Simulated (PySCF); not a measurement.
```
atom    x (Å)    y (Å)    z (Å)
   C   1.7918   1.2005  -1.1533
   C   1.6081   0.0847  -0.1917
   C   2.5328  -0.6134   0.5464
   C   1.7752  -1.5461   1.2752
   N   0.4982  -1.4276   1.0040
   N   0.3853  -0.4305   0.1038
  Si  -1.2318   0.0025  -0.4562
   C  -1.7551   1.6272   0.3824
   C  -2.3591  -1.4368   0.0209
   H   1.3816   0.9400  -2.1280
   H   2.8510   1.4176  -1.2640
   H   1.2845   2.0985  -0.8028
   H   3.5955  -0.4789   0.5621
   H   2.1175  -2.2846   1.9742
   H  -1.1199   0.1809  -1.9139
   H  -2.7512   1.9217   0.0679
   H  -1.7687   1.5211   1.4641
   H  -1.0828   2.4461   0.1432
   H  -2.3081  -1.6268   1.0884
   H  -3.3918  -1.2281  -0.2399
   H  -2.0621  -2.3509  -0.4831
```

Geometry: GFN2-xTB.

Method: PBE0/pcSseg-1, SCF density, gas phase, non-relativistic (PySCF).

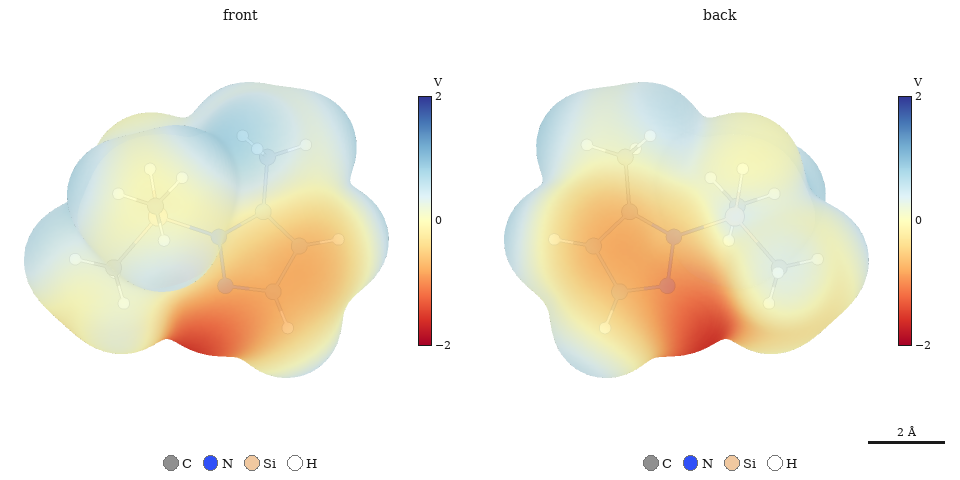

C6H12N2Si (SMILES Cc1ccnn1[SiH](C)C). The electrostatic potential painted on the density surface at 0.001 e/bohr³, seen from the front and from behind; red is negative and blue positive.

> Where is the surface potential most negative and most positive?

The most negative region (about −1.5 V) lies over N5, the most positive (about +0.9 V) over Si7. N5 is the likeliest acceptor of a hydrogen bond.
